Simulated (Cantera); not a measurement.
Feed: 1 mol Al(CH3)3, 0.21 mol O2, 14 mol H2, 1.9 mol N2, equilibrated at 0.750 Torr.

Cantera equilibrium calculation (NASA polynomials, part measured and part estimated; ideal gas, pure solids and liquids). Candidate condensed phases: Al, AlN, Al2O3, C, C6H6, C7H8, C8H18, H2O; 148 gas species. The feed counts by its element totals alone. Mutual solubility and eutectic melting of coexisting phases are not modelled. Rates play no part.

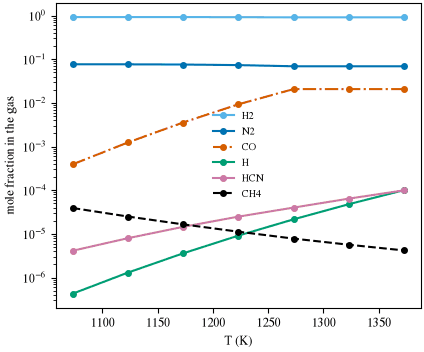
Equilibrium gas composition (values under 1e-9 drawn at 1e-9)

**Question.** Read off the mole fractions at 1373 K.

**Answer.** H2 about 0.91, N2 about 0.069, CO about 0.021, H about 0.00010, HCN about 9.9e-5, CH4 about 4.2e-6.
